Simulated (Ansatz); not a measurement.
**FH6NSi2 (built from SMILES N[SiH](F)[SiH3]): a barrier at many levels of theory**

Aim: the barrier and energy of one elementary step (F2–H4 formed, Si1–F2 broken, N3–H4 broken) from LDA up to coupled cluster, on fixed structures, to see where each rung fails.

Method: single points in def2-TZVPP on PBE0-D4/def2-TZVP structures; program: Ansatz 0.2.0, Gaussian basis.

Levels: SPW92, PBE-D4, BLYP-D4, r2SCAN-D4, B97M-V, PBE0-D4, B3LYP-D4, r2SCAN0-D4, BHLYP-D4, CAM-B3LYP-D4, wB97X-V, wB97M-V, B2PLYP, PBE-QIDH, RPA on PBE, Hartree-Fock, MP2, CCSD, CCSD(T). The reference is CCSD(T) at the basis limit, from triple and quadruple zeta. Zero-point energies come from PBE0-D4 vibrations.

Cores are frozen in the correlated methods. B3LYP uses VWN-RPA correlation. B2PLYP carries no dispersion term here.

12 further runs of the same task are left out: 12 set aside as unsound or not needed.

### 1 The three structures

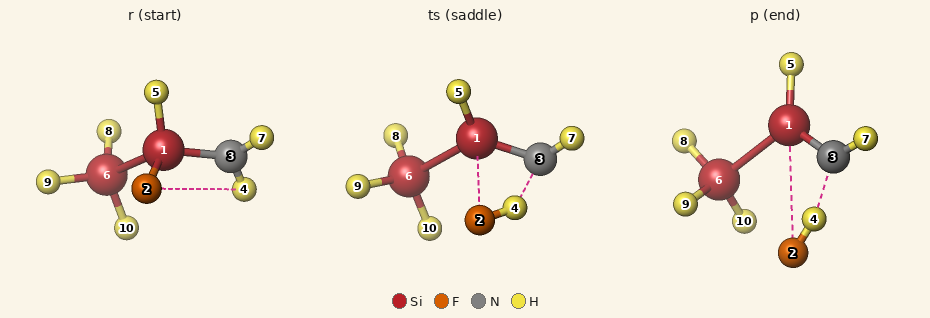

Start, saddle and end (silicon red, fluorine orange, nitrogen grey, hydrogen yellow); broken lines mark the pairs that change.

Charge 0, multiplicity 1. The folders r, ts and p hold the start, the saddle and the end; their coordinates stand in the first inputs.

| pair | r (Å) | ts (Å) | p (Å) |
| --- | --- | --- | --- |
| F2–H4 | 3.260 | 1.012 | 0.979 |
| Si1–F2 | 1.611 | 2.311 | 3.164 |
| N3–H4 | 1.006 | 1.598 | 1.573 |

### 2 wB97M-V/def2-TZVPP

Input file r/in.yaml:

```yaml
crystal:
  periodic: [false, false, false]
  atoms:
    - {symbol: Si, position_ang: [0.559352, 0.670284, -0.106333]}
    - {symbol: F, position_ang: [2.034616, 0.355152, -0.671609]}
    - {symbol: N, position_ang: [-0.584755, 1.019442, -1.314747]}
    - {symbol: H, position_ang: [-0.986779, 0.301402, -1.894129]}
    - {symbol: H, position_ang: [0.705675, 1.895965, 0.717076]}
    - {symbol: Si, position_ang: [-0.147830, -1.227336, 1.067450]}
    - {symbol: H, position_ang: [-0.637236, 1.925317, -1.751136]}
    - {symbol: H, position_ang: [-1.320138, -0.888115, 1.918191]}
    - {symbol: H, position_ang: [0.935373, -1.765553, 1.932010]}
    - {symbol: H, position_ang: [-0.558278, -2.286556, 0.103225]}
basis:
  gaussian: {orbitals: def2-TZVPP}
hamiltonian: {xc: {name: wB97M-V}}
```

Input file ts/in.yaml:

```yaml
crystal:
  periodic: [false, false, false]
  atoms:
    - {symbol: Si, position_ang: [-0.042183, 0.854218, 0.083802]}
    - {symbol: F, position_ang: [1.418431, -0.073424, -1.447930]}
    - {symbol: N, position_ang: [-0.788752, 1.053685, -1.341965]}
    - {symbol: H, position_ang: [0.546417, 0.303661, -1.797616]}
    - {symbol: H, position_ang: [0.625056, 1.947388, 0.856420]}
    - {symbol: Si, position_ang: [-0.184955, -1.204228, 1.169560]}
    - {symbol: H, position_ang: [-0.916195, 1.973310, -1.742611]}
    - {symbol: H, position_ang: [-1.176832, -1.080252, 2.271500]}
    - {symbol: H, position_ang: [1.140120, -1.539883, 1.750355]}
    - {symbol: H, position_ang: [-0.621109, -2.234475, 0.198485]}
basis:
  gaussian: {orbitals: def2-TZVPP}
hamiltonian: {xc: {name: wB97M-V}}
```

Input file p/in.yaml:

```yaml
crystal:
  periodic: [false, false, false]
  atoms:
    - {symbol: Si, position_ang: [-0.406464, 1.051809, 0.303625]}
    - {symbol: F, position_ang: [0.904486, -0.950540, -1.766312]}
    - {symbol: N, position_ang: [0.049441, 1.355225, -1.207412]}
    - {symbol: H, position_ang: [0.624762, -0.012693, -1.729100]}
    - {symbol: H, position_ang: [-1.017243, 2.081254, 1.196005]}
    - {symbol: Si, position_ang: [-0.066569, -1.131001, 1.075646]}
    - {symbol: H, position_ang: [-0.038599, 2.250017, -1.667215]}
    - {symbol: H, position_ang: [-0.567202, -1.148390, 2.478565]}
    - {symbol: H, position_ang: [1.382074, -1.429619, 1.063020]}
    - {symbol: H, position_ang: [-0.864688, -2.066062, 0.253177]}
basis:
  gaussian: {orbitals: def2-TZVPP}
hamiltonian: {xc: {name: wB97M-V}}
```

The command line of these runs was not kept.

After this run come: CCSD(T)/def2-TZVPP; MP2/def2-QZVPP; Vibrations of the start structure; Vibrations of the end structure.

Q: Predict the outcome of this session. Wanted: barrier, CCSD(T)/CBS; reverse barrier, CCSD(T)/CBS; step energy, CCSD(T)/CBS; barrier with zero-point energy; step energy with zero-point energy; imaginary mode at the saddle; largest T1 diagnostic.

**Answer**, as computed:

```
                          quantity          value
              barrier, CCSD(T)/CBS   339.9 kJ/mol
      reverse barrier, CCSD(T)/CBS    40.8 kJ/mol
          step energy, CCSD(T)/CBS  +299.1 kJ/mol
    barrier with zero-point energy   327.0 kJ/mol
step energy with zero-point energy  +291.7 kJ/mol
      imaginary mode at the saddle      245i cm⁻¹
             largest T1 diagnostic          0.016
```

In words: B97M-V is the best functional here (+1.3 kJ/mol from CCSD(T)/CBS); PBE-D4 is the worst (-38.2 kJ/mol). CAM-B3LYP-D4 is as near within the digits shown. By rung, the mean size of the error is: LDA 38.0, GGA 37.3, meta-GGA 5.7, hybrid 12.1, range-separated hybrid 3.3, double hybrid 6.3 kJ/mol. PBE-D4 gives a barrier 38.2 kJ/mol too low, outside chemical accuracy (1 kcal/mol, 4.2 kJ/mol). The barrier rises with the share of exact exchange, from BLYP-D4 through B3LYP-D4 to BHLYP-D4 (-36.4, -11.8, +19.9 kJ/mol). Hartree-Fock, with no correlation, is off by +58.5 kJ/mol. Zero-point motion lowers the barrier by 12.8 kJ/mol.
